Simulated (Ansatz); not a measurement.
# KTaO3 (Pm-3m): zone-centre modes under pressure, part 2 of 3

Wanted: Grüneisen parameters and pressure coefficients of the modes of KTaO3 (Pm-3m).

Ansatz 0.2.0; DFT PBE, scalar-relativistic, plane waves, PAW; PAW set soft_1.

So far. Step 3 (Tight relaxation): The forces vanish by symmetry and the pressure is 0.001 GPa, within the tolerances set. The cell now holds 13.02 Å³/atom.

## Step 4: Zone-centre response at rest

The modes at rest are the reference of the series, and the response to a field gives the dielectric tensor and the Born charges.

Contents of input.yaml:

```yaml
crystal:
  lattice:
    - [4.0231997987, 0.0, 0.0]
    - [0.0, 4.0231997987, 0.0]
    - [0.0, 0.0, 4.0231997987]
  atoms:
    - { symbol: O, position: [0.5, 0.0, 0.0] }
    - { symbol: O, position: [0.0, 0.5, 0.0] }
    - { symbol: O, position: [0.0, 0.0, 0.5] }
    - { symbol: K, position: [0.5, 0.5, 0.5] }
    - { symbol: Ta, position: [0.0, 0.0, 0.0] }
kpoints:
  mp_grid: { grid: [8, 8, 8] }
hamiltonian:
  xc: pbe
  pseudopotentials: { kind: paw, azcp: { folder: soft_1 } }
scf:
  occupations: { method: fixed }
output:
  eigenvalues: true
phonons:
  method: dfpt
  dielectric: true
  rigid_motions: translations
  raman: true
```

Launch:

```console
$ ansatz run input.yaml --threads 4 --pin off --max-ram 16384MiB --backend cpu --events-out ev --progress --plain --runs-dir out
```

Numbers of over 12 decimals in the logs are rounded to 6 here.

Log:

```text
[...]
Crystal: 5 atoms, lattice volume = 65.120 Å³
Basis set: ecut = 420 eV, 1309 PW (Γ), exchange–correlation on 54×54×54 points (8 copies of the dense FFT grid, shifted against one another)
Bands: 25, of which v1, the nominal top of the filled ones, is band 20 counted from 1 (19 counted from 0)
Symmetry: 48 space group operations
k-points: 170 of 512 (irreducible under 2 space group operations, time reversal used)
[...]
SCF iter   1: F=—  HF=-13179.767606 eV  |F-HF|=—  |Δ(HF+E_count)|=         —  Δρ=5.60e-2  dr2=2.09e0  ethr=3.10e-3  ⟨swp⟩=4.3  Hψ=17998  notcnv=0  defer=440
[...]
SCF iter  10: F=-13179.258841 eV  HF=-13179.258841 eV  |F-HF|=1.46e-11  |Δ(HF+E_count)|=   1.09e-9  Δρ=1.18e-7  dr2=5.26e-12  ethr=1.00e-12  ⟨swp⟩=13.2  Hψ=27302  notcnv=0
SCF 1 converged in 10 iterations: F = -13179.258841 eV  dr2 = 5.26e-12
[...]
DFPT response loops at Γ: preconditioner auto → none (the input reference at scf.mixing.eps_inf says where Resta's filter doesn't serve); β = 0.50; Broyden in place of MSR1
── the response to a field inside a basis, on 8×8×8 k-points: an SCF that follows is theirs, and a resumed run solves both again ──
Bands: 21, of which v1, the nominal top of the filled ones, is band 20 counted from 1 (19 counted from 0)
k-points: 20
[...]
Eigensolver: Dense (20 Hₖ)
SCF iter   1: F=—  HF=-13179.254658 eV  |F-HF|=—  |Δ(HF+E_count)|=         —  Δρ=3.16e-4  dr2=1.08e-5  ethr=1.00e-1
[...]
SCF iter   6: F=-13179.254665 eV  HF=-13179.254665 eV  |F-HF|=3.64e-12  |Δ(HF+E_count)|=  3.27e-11  Δρ=2.02e-7  dr2=2.95e-11  ethr=1.86e-12
SCF 1 converged in 6 iterations: F = -13179.254665 eV  dr2 = 2.95e-11
[...]
SCF converged after 10 iterations
Free energy (F): -13179.258841 eV
[...]
Internal energy: -13179.258841 eV  (E = F + TS)
E sigma→0 (E₀):  -13179.258841 eV
Fermi energy:    8.374147 eV
[...]
--- Band table (eV; the first three rows and the last of 170) ---
  k-point 0: bands = [... 16 lower, 7.3552, 7.7392, 7.7392, 7.7392, 10.5451, 10.5451, 10.5451, 14.8034, ... 1 higher]
  k-point 1: bands = [... 16 lower, 7.2879, 7.3182, 7.6611, 7.6611, 10.5658, 11.0067, 11.0067, 14.9122, ... 1 higher]
  k-point 2: bands = [... 16 lower, 6.7461, 7.1321, 7.5884, 7.5884, 10.6167, 11.9722, 11.9722, 14.9267, ... 1 higher]
  k-point 169: bands = [... 16 lower, 4.5667, 8.3741, 8.3741, 8.3741, 14.6544, 14.6544, 14.6544, 17.2091, ... 1 higher]
--- Phonons (Γ-DFPT): 4 representative perturbations + reference, on 170 of 512 k-points (Σ response iterations 12) ---
  k mesh reduced under 2 symmetry operations, with k and −k counted as one. Each operation leaves every solved perturbation unchanged. A smaller set is not considered because the run solves the response to a homogeneous field
  ASR residual: 2.402e-3 → 0.000e0 eV/Å²; symmetrization residual: 5.814e-6 eV/Å²
  ASR residual per site (eV/Å²): 1.64e-3 1.64e-3 1.64e-3 3.04e-5 2.40e-3
  Γ frequencies (cm⁻¹): -73.26 -73.26 -73.26 0.00 0.00 0.00 178.12 178.12 178.12 265.08 265.08 265.08 504.06 504.06 504.06
  ε∞ (high-frequency dielectric tensor):
        5.390934     0.000000     0.000000
        0.000000     5.390934     0.000000
        0.000000     0.000000     5.390934
  softest optical mode at Γ: -73.26 cm⁻¹; the repairs (sum rule, projections) moved no ω² at Γ by more than (5.43 cm⁻¹)²
  Born effective charges Z* (e; rows j = field, columns β = displacement):
    site 0:
        -6.56811   -0.00000    0.00000
        -0.00000   -1.65434    0.00000
        -0.00000   -0.00000   -1.65434
    site 1:
        -1.65434    0.00000   -0.00000
         0.00000   -6.56811    0.00000
        -0.00000    0.00000   -1.65434
    site 2:
        -1.65434    0.00000    0.00000
        -0.00000   -1.65434    0.00000
         0.00000   -0.00000   -6.56811
    site 3:
         1.14932    0.00000    0.00000
        -0.00000    1.14932    0.00000
         0.00000   -0.00000    1.14932
    site 4:
         8.72746   -0.00000    0.00000
        -0.00000    8.72746    0.00000
        -0.00000   -0.00000    8.72746
  Z* charge neutrality: 6.312e-5 e pre-enforcement
  solved inside a basis spanned on kpoints, on 8×8×8 k-points transformed towards the longest dipole: ε∞ is read to err by 1.5e-2, Z* by 2.8e-2 e (field_mesh: kpoints solves on kpoints); Z* is corrected for what the basis lacks
  Raman tensors (in the event stream and the table raman_tensors.tsv): an entry may err by 1.2e-3 Å², one of the second-order susceptibility by 1.7e-19 pm/V (basis, points and sum rule); their sum over the sites missed zero by 9.953e-21 Å² ahead of its enforcement
  optical modes at Γ without the LO–TO term, one row a degenerate level:
      ω (cm⁻¹)  modes    IR ((D/Å)²/amu)  static Raman (Å⁴/amu)  depolarisation
        -73.26      3           169.0142                 0.0000               —
        178.12      3            14.3658                 0.0000               —
        265.08      3             0.0000                 0.0000               —
        504.06      3            58.3975                 0.0000               —
  optical modes at Γ + LO–TO along q̂ = [1.0000, 0.0000, 0.0000]:
      ω (cm⁻¹)  modes    IR ((D/Å)²/amu)  static Raman (Å⁴/amu)  depolarisation
        -73.26      2           112.6762                 0.0000               —
        168.39      1             0.0575                 0.0000               —
        178.12      2             9.5772                 0.0000               —
        265.08      3             0.0000                 0.0000               —
        401.78      1             5.9186                 0.0000               —
        504.06      2            38.9317                 0.0000               —
        761.77      1            74.6164                 0.0000               —
  optical modes at Γ + LO–TO along q̂ = [0.0000, 1.0000, 0.0000]:
      ω (cm⁻¹)  modes    IR ((D/Å)²/amu)  static Raman (Å⁴/amu)  depolarisation
        -73.26      2           112.6762                 0.0000               —
        168.39      1             0.0575                 0.0000               —
        178.12      2             9.5772                 0.0000               —
        265.08      3             0.0000                 0.0000               —
        401.78      1             5.9186                 0.0000               —
        504.06      2            38.9317                 0.0000               —
        761.77      1            74.6164                 0.0000               —
  optical modes at Γ + LO–TO along q̂ = [0.0000, 0.0000, 1.0000]:
      ω (cm⁻¹)  modes    IR ((D/Å)²/amu)  static Raman (Å⁴/amu)  depolarisation
        -73.26      2           112.6762                 0.0000               —
        168.39      1             0.0575                 0.0000               —
        178.12      2             9.5772                 0.0000               —
        265.08      3             0.0000                 0.0000               —
        401.78      1             5.9186                 0.0000               —
        504.06      2            38.9317                 0.0000               —
        761.77      1            74.6164                 0.0000               —
```

Run time: 2.2 min. Hardware: 4 threads of Intel Xeon Platinum 8259CL at 2.50GHz (Skylake/Cascade Lake), shared host; peak memory 1.4 GiB; 7.7 min of CPU time.

In the SCF lines HF is the Harris–Foulkes energy and dr2 the Hartree energy of the density residual, in eV; the loop may stop once dr2 is under the threshold and the program's other checks hold. Hψ counts applications of the Hamiltonian.

Numbers from this step:

```
sum-rule residual before enforcement                    : 0.002402 eV/Å²
miss of the charge sum rule                             : 6.31e-5 e
estimated error of the dielectric tensor                : 0.01457
estimated error of the Born charges                     : 0.02845 e
point group                                             : m-3m
highest optical mode at the zone centre (no LO-TO term) : 504.1 cm⁻¹
lowest optical zone-centre mode                         : -73.26 cm⁻¹
mean high-frequency dielectric constant                 : 5.391
largest Born charge (third of the trace)                : 8.727 e
top of the zone-centre spectrum with the field          : 761.8 cm⁻¹
```

Without the LO-TO term. Patterns of degenerate modes are one choice out of their space. Modes at Γ, with each element's share of the kinetic energy (negative means imaginary):

```tsv
mode	frequency (cm⁻¹)	symmetry	O %	K %	Ta %
1	-73.3	T1u	72	2	26
2	-73.3	T1u	72	2	26
3	-73.3	T1u	72	2	26
4	0.0	acoustic	18	15	68
5	0.0	acoustic	18	15	68
6	0.0	acoustic	18	15	68
7	178.1	T1u	10	83	7
8	178.1	T1u	10	83	7
9	178.1	T1u	10	83	7
10	265.1	T2u	100	0	0
11	265.1	T2u	100	0	0
12	265.1	T2u	100	0	0
13	504.1	T1u	100	0	0
14	504.1	T1u	100	0	0
15	504.1	T1u	100	0	0
```

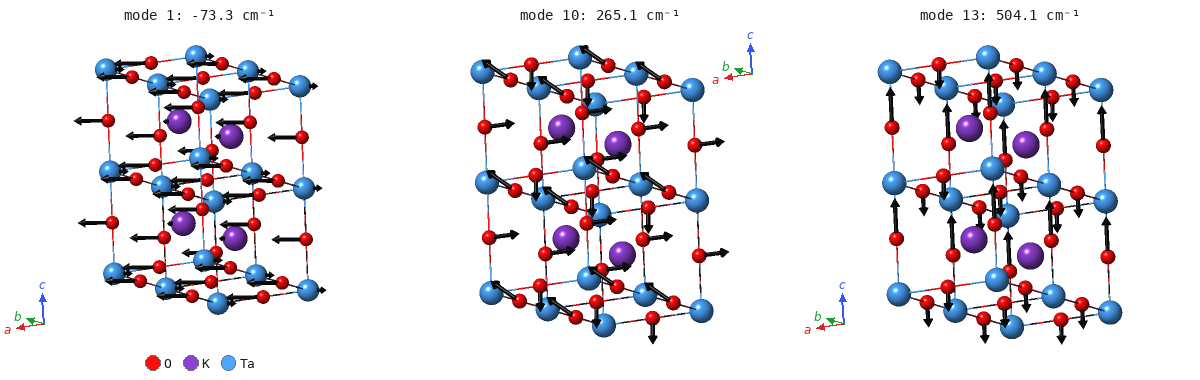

Displacement patterns of modes 1, 10 and 13 at Γ; arrows are exaggerated. 1×2×2 cells are drawn. Some periodic images of atoms are drawn too.

Optical modes at the zone centre, without and with the macroscopic field of the longitudinal modes; each column is sorted by frequency, so a row need not hold one and the same mode. Modes with and without the field, by row:

```tsv
rank among optical modes	no field (cm⁻¹)	q along (1, 0, 0) (cm⁻¹)
1	-73.3	-73.3
2	-73.3	-73.3
3	-73.3	168.4
4	178.1	178.1
5	178.1	178.1
6	178.1	265.1
7	265.1	265.1
8	265.1	265.1
9	265.1	401.8
10	504.1	504.1
11	504.1	504.1
12	504.1	761.8
```

Born charge (rows field, columns displacement) (e), principal values of the symmetric part by kind of site:

```tsv
atom	atoms with these values	low	middle	high	mean
O1	3	-6.57	-1.65	-1.65	-3.29
K4	1	1.15	1.15	1.15	1.15
Ta5	1	8.73	8.73	8.73	8.73
```

In full for O1:

```
-6.57  0.00  0.00
 0.00 -1.65  0.00
 0.00  0.00 -1.65
```

High-frequency dielectric tensor:

```
5.39 0.00 0.00
0.00 5.39 0.00
0.00 0.00 5.39
```

Transverse modes; imaginary modes are left out. Infrared lines, with heights relative to the strongest:

```tsv
position (cm⁻¹)	label	relative intensity
178	T1u	25
265	T2u	0.0
504	T1u	100
```

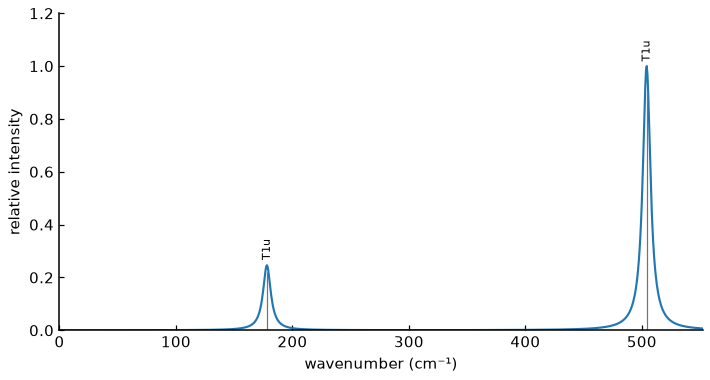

The infrared spectrum, broadened with Lorentzians of width 8 cm⁻¹; bars mark the lines.

Before it was imposed, the acoustic sum rule was missed by 0.0024 eV/Å² and the charge sum rule by 6.3e-5 e. Small misses are needed for a sound result but don't prove that mesh and cutoff are converged. The lowest optical mode is imaginary, 73.3i cm⁻¹, so the energy falls along it.

## Step 5: Ground state of a member: 1.06 times the volume at rest

The cell is set to 1.06 times the volume at rest; symmetry leaves nothing else free, so this is a single point.

input.yaml, the sections that differ from step 4:

```yaml
crystal:
  lattice:
    - [4.1021061019, 0.0, 0.0]
    - [0.0, 4.1021061019, 0.0]
    - [0.0, 0.0, 4.1021061019]
  atoms:
    - { symbol: O, position: [0.5, 0.0, 0.0] }
    - { symbol: O, position: [0.0, 0.5, 0.0] }
    - { symbol: O, position: [0.0, 0.0, 0.5] }
    - { symbol: K, position: [0.5, 0.5, 0.5] }
    - { symbol: Ta, position: [0.0, 0.0, 0.0] }
output:
  forces: true
  stress: true
  eigenvalues: true
# kpoints, hamiltonian, scf: as in step 4
# phonons: removed
```

Log:

```text
[...]
Crystal: 5 atoms, lattice volume = 69.027 Å³
Basis set: ecut = 420 eV, 1357 PW (Γ), exchange–correlation on 60×60×60 points (8 copies of the dense FFT grid, shifted against one another)
Bands: 25, of which v1, the nominal top of the filled ones, is band 20 counted from 1 (19 counted from 0)
Symmetry: 48 space group operations
[...]
k-points: 35 of 512
[...]
SCF iter   1: F=—  HF=-13179.706033 eV  |F-HF|=—  |Δ(HF+E_count)|=         —  Δρ=5.39e-2  dr2=2.16e0  ethr=3.10e-3  ⟨swp⟩=4.2  Hψ=3684  notcnv=0  defer=81
[...]
SCF iter   8: F=-13179.134776 eV  HF=-13179.134776 eV  |F-HF|=4.00e-8  |Δ(HF+E_count)|=   5.98e-7  Δρ=5.76e-6  dr2=2.58e-8  ethr=2.50e-10  ⟨swp⟩=10.5  Hψ=4393  notcnv=0
SCF 1 converged in 8 iterations: F = -13179.134776 eV  dr2 = 2.58e-8
[...]
SCF converged after 8 iterations
Free energy (F): -13179.134776 eV
[...]
Internal energy: -13179.134776 eV  (E = F + TS)
E sigma→0 (E₀):  -13179.134776 eV
Fermi energy:    7.615690 eV
[...]
--- Stress (GPa, compression-positive) ---
       -9.647966       0.000000       0.000000
        0.000000      -9.647966       0.000000
        0.000000       0.000000      -9.647966
  P = ⅓ Tr σ = -9.6480 GPa (-96.480 kbar)
--- Band table (eV; the first three rows and the last of 35) ---
  k-point 0: bands = [... 16 lower, 6.6804, 6.9703, 6.9703, 6.9703, 9.6476, 9.6476, 9.6476, 13.5030, ... 1 higher]
  k-point 1: bands = [... 16 lower, 6.5903, 6.6211, 6.8995, 6.8995, 9.6650, 10.0741, 10.0741, 13.5092, ... 1 higher]
  k-point 2: bands = [... 16 lower, 6.0704, 6.4834, 6.8383, 6.8383, 9.7079, 10.9604, 10.9604, 13.5221, ... 1 higher]
  k-point 34: bands = [... 16 lower, 3.9966, 7.6157, 7.6157, 7.6157, 13.3890, 13.3890, 13.3890, 16.2802, ... 1 higher]
```

Wall time 1.6 s (4 threads); peak memory 0.45 GiB; 5.2 s of CPU time.

Numbers from this step:

```yaml
pressure: -9.648 GPa
gap_on_the_k_mesh: 2.032 eV
volume_per_atom: 13.81 Å³
```

The forces vanish by symmetry, at a pressure of -9.65 GPa.

## Step 6: Zone-centre modes of the member: 1.06 times the volume at rest

The zone-centre modes follow for 1.06 times the volume at rest, with the response to a field.

input.yaml: that of step 5 with these lines changed.

```diff
@@ -19,4 +19,6 @@
 output:
-  forces: true
-  stress: true
   eigenvalues: true
+phonons:
+  method: dfpt
+  dielectric: true
+  rigid_motions: translations
```

Log:

```text
[...]
Crystal: 5 atoms, lattice volume = 69.027 Å³
Basis set: ecut = 420 eV, 1357 PW (Γ), exchange–correlation on 60×60×60 points (8 copies of the dense FFT grid, shifted against one another)
Bands: 25, of which v1, the nominal top of the filled ones, is band 20 counted from 1 (19 counted from 0)
Symmetry: 48 space group operations
k-points: 170 of 512 (irreducible under 2 space group operations, time reversal used)
[...]
SCF iter   1: F=—  HF=-13179.705035 eV  |F-HF|=—  |Δ(HF+E_count)|=         —  Δρ=5.39e-2  dr2=2.16e0  ethr=3.10e-3  ⟨swp⟩=4.2  Hψ=17899  notcnv=0  defer=413
[...]
SCF iter  10: F=-13179.134776 eV  HF=-13179.134776 eV  |F-HF|=5.28e-11  |Δ(HF+E_count)|=   2.16e-9  Δρ=1.52e-7  dr2=1.43e-11  ethr=1.00e-12  ⟨swp⟩=11.5  Hψ=29271  notcnv=0
SCF 1 converged in 10 iterations: F = -13179.134776 eV  dr2 = 1.43e-11
[...]
Bands: 21, of which v1, the nominal top of the filled ones, is band 20 counted from 1 (19 counted from 0)
k-points: 20 of 512
[...]
Eigensolver: Dense (20 Hₖ)
SCF iter   1: F=—  HF=-13179.130223 eV  |F-HF|=—  |Δ(HF+E_count)|=         —  Δρ=3.12e-4  dr2=1.15e-5  ethr=1.00e-1
[...]
SCF iter   4: F=-13179.130230 eV  HF=-13179.130230 eV  |F-HF|=2.98e-9  |Δ(HF+E_count)|=   3.92e-7  Δρ=5.30e-6  dr2=1.99e-8  ethr=1.25e-9
SCF 1 converged in 4 iterations: F = -13179.130230 eV  dr2 = 1.99e-8
[...]
SCF converged after 10 iterations
Free energy (F): -13179.134776 eV
[...]
Internal energy: -13179.134776 eV  (E = F + TS)
E sigma→0 (E₀):  -13179.134776 eV
Fermi energy:    7.615774 eV
[...]
--- Band table (eV; the first three rows and the last of 170) ---
  k-point 0: bands = [... 16 lower, 6.6805, 6.9704, 6.9704, 6.9704, 9.6476, 9.6476, 9.6476, 13.5031, ... 1 higher]
  k-point 1: bands = [... 16 lower, 6.5904, 6.6212, 6.8996, 6.8996, 9.6651, 10.0741, 10.0741, 13.5093, ... 1 higher]
  k-point 2: bands = [... 16 lower, 6.0705, 6.4835, 6.8384, 6.8384, 9.7080, 10.9604, 10.9604, 13.5222, ... 1 higher]
  k-point 169: bands = [... 16 lower, 3.9967, 7.6158, 7.6158, 7.6158, 13.3891, 13.3891, 13.3891, 16.2802, ... 1 higher]
[...]
ASR residual: 6.698e-4 → 0.000e0 eV/Å²; symmetrization residual: 3.606e-6 eV/Å²
  ASR residual per site (eV/Å²): 2.74e-4 2.74e-4 2.74e-4 6.22e-5 6.70e-4
[...]
ε∞ (high-frequency dielectric tensor):
        5.544158     0.000000     0.000000
        0.000000     5.544158     0.000000
        0.000000     0.000000     5.544158
[...]
Born effective charges Z* (e; rows j = field, columns β = displacement):
    site 0:
        -6.68108   -0.00000    0.00000
        -0.00000   -1.63910    0.00000
        -0.00000   -0.00000   -1.63910
    site 1:
        -1.63910    0.00000    0.00000
         0.00000   -6.68108    0.00000
        -0.00000    0.00000   -1.63910
    site 2:
        -1.63910    0.00000    0.00000
        -0.00000   -1.63910    0.00000
         0.00000   -0.00000   -6.68108
    site 3:
         1.14337    0.00000    0.00000
        -0.00000    1.14337    0.00000
         0.00000   -0.00000    1.14337
    site 4:
         8.81592    0.00000    0.00000
        -0.00000    8.81592    0.00000
         0.00000   -0.00000    8.81592
  Z* charge neutrality: 3.222e-3 e pre-enforcement
  solved inside a basis spanned on kpoints, on 8×8×8 k-points, its susceptibility summed on 12×12×12: ε∞ is read to err by 1.6e-2, Z* by 3.8e-2 e (field_mesh: kpoints solves on kpoints); Z* is corrected for what the basis lacks
  optical modes at Γ without the LO–TO term, one row a degenerate level:
      ω (cm⁻¹)  modes    IR ((D/Å)²/amu)
       -212.66      3           218.5398
        157.69      3             6.5328
        274.82      3             0.0000
        447.61      3            23.3155
  optical modes at Γ + LO–TO along q̂ = [1.0000, 0.0000, 0.0000]:
      ω (cm⁻¹)  modes    IR ((D/Å)²/amu)
       -212.66      2           145.6932
        149.40      1             0.0914
        157.69      2             4.3552
        274.82      3             0.0000
        399.82      1             4.8851
        447.61      2            15.5436
        677.68      1            77.8195
  optical modes at Γ + LO–TO along q̂ = [0.0000, 1.0000, 0.0000]:
      ω (cm⁻¹)  modes    IR ((D/Å)²/amu)
       -212.66      2           145.6932
        149.40      1             0.0914
        157.69      2             4.3552
        274.82      3             0.0000
        399.82      1             4.8851
        447.61      2            15.5436
        677.68      1            77.8195
  optical modes at Γ + LO–TO along q̂ = [0.0000, 0.0000, 1.0000]:
      ω (cm⁻¹)  modes    IR ((D/Å)²/amu)
       -212.66      2           145.6932
        149.40      1             0.0914
        157.69      2             4.3552
        274.82      3             0.0000
        399.82      1             4.8851
        447.61      2            15.5436
        677.68      1            77.8195
```

The job ended after 68 s (4 threads; peak memory 1.4 GiB; 4.1 min of CPU time).

Numbers from this step:

- sum-rule residual before enforcement: 6.70e-4 eV/Å²
- miss of the charge sum rule: 0.003222 e
- estimated error of the dielectric tensor: 0.01615
- estimated error of the Born charges: 0.03809 e
- highest optical mode at the zone centre (no LO-TO term): 447.6 cm⁻¹
- lowest optical zone-centre mode: -212.7 cm⁻¹
- mean high-frequency dielectric constant: 5.544
- largest Born charge (third of the trace): 8.816 e
- top of the zone-centre spectrum with the field: 677.7 cm⁻¹

Without the LO-TO term. Patterns of degenerate modes are one choice out of their space. The modes at Γ (shares of kinetic energy by element, %) (negative means imaginary):

```tsv
mode	frequency (cm⁻¹)	symmetry	O %	K %	Ta %
1	-212.7	T1u	78	0	21
2	-212.7	T1u	78	0	21
3	-212.7	T1u	78	0	21
4	0.0	acoustic	18	15	68
5	0.0	acoustic	18	15	68
6	0.0	acoustic	18	15	68
7	157.7	T1u	6	85	9
8	157.7	T1u	6	85	9
9	157.7	T1u	6	85	9
10	274.8	T2u	100	0	0
11	274.8	T2u	100	0	0
12	274.8	T2u	100	0	0
13	447.6	T1u	98	0	2
14	447.6	T1u	98	0	2
15	447.6	T1u	98	0	2
```

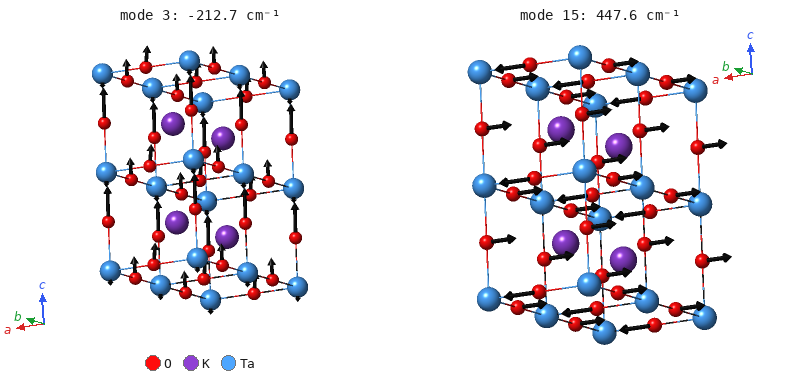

Displacement patterns of modes 3 and 15 at Γ; arrows are exaggerated. 1×2×2 cells are drawn. Some periodic images of atoms are drawn too.

Transverse modes; imaginary modes are left out. Infrared lines, with heights relative to the strongest:

```tsv
position (cm⁻¹)	label	relative intensity
158	T1u	28
275	T2u	0.0
448	T1u	100
```

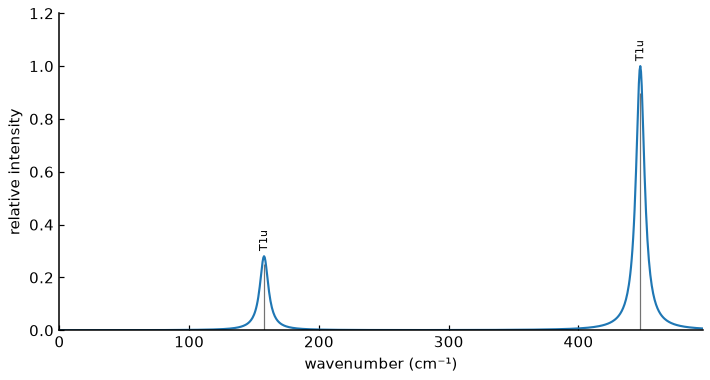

The infrared spectrum, broadened with Lorentzians of width 8 cm⁻¹; bars mark the lines.

Without the LO-TO term the lowest optical mode is imaginary, 212.7i cm⁻¹, so the energy falls along it, and the highest lies at 447.6 cm⁻¹.

Between step 4 and this run (volume ratio 1.06) the value for the highest optical mode at the zone centre (no LO-TO term) moves from 504 cm⁻¹ to 448 cm⁻¹ (-11 %).

(Continued in part 3 of 3.)

[Logs are printed without paths, hosts, clocks, repeated set-up lines and the standing remarks that a program may print on its own settings, such as how far it seeks lower states.]

[Hosts, paths, dates, database ids (printed as entryN), source tags and the programs' standing remarks are cut or masked in the printed files.]
